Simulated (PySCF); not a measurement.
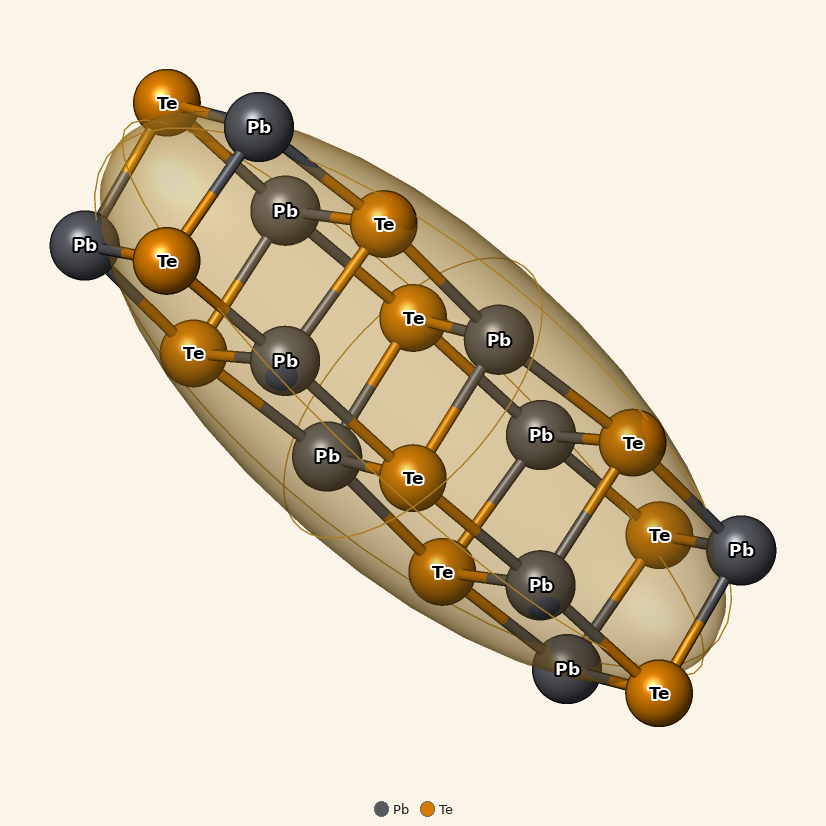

The ellipsoid shows the static dipole polarisability: its half-axes are proportional to the principal values. Computed geometry: GFN2-xTB optimisation. No frequency run is at hand to confirm it as a minimum. Method: PBE/def2-SVP, core potentials on Pb, Te (PySCF 2.14.0).

> Give the principal values, the mean and the anisotropy.

Principal values 662.7, 664.0, 1695.9 bohr³; mean 1007.6 bohr³ (149.31 Å³); anisotropy 1032.6 bohr³, so the longest axis is 2.56 times the shortest.

The geometry is semi-empirical. Around Pb, Te such bond lengths and angles can be off by a tenth of an ångström or more and by several degrees, and values that hang on the shape move with them.
